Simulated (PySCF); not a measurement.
```xyz
17

C    -1.5300    1.0480    0.0696
C    -0.8613   -0.2956    0.3193
F    -1.6689   -0.9890    1.2389
C    -0.8163   -1.1248   -0.9563
F     0.2126   -2.0415   -0.9007
Si    0.8879   -0.1716    1.1392
C     2.1236    0.4043   -0.2128
F     1.6070    1.4853   -0.9066
H    -0.9003    1.6673   -0.5618
H    -1.6861    1.5554    1.0185
H    -2.4976    0.9112   -0.4115
H    -1.7409   -1.6920   -1.0978
H    -0.6191   -0.4890   -1.8231
H     1.2951   -1.4799    1.6366
H     0.7849    0.8518    2.1822
H     2.3316   -0.3668   -0.9575
H     3.0707    0.7389    0.2139
```

Geometry: GFN2-xTB.

Method: wB97X-D/def2-SVPD, SCF density, gas phase in PySCF 2.14.0.

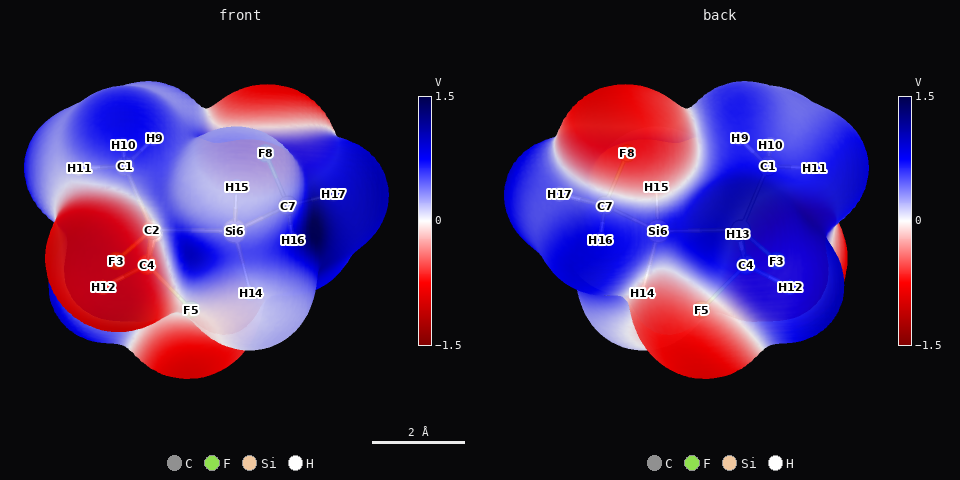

C$_{4}$H$_{9}$F$_{3}$Si. The molecular electrostatic potential painted on the density surface at 0.002 e/bohr³, seen from the front and from behind; red is negative and blue positive.

### Describe the electrostatic potential map.

The most negative region (about −1.0 V) lies over F3, the most positive (about +1.4 V) over Si6.
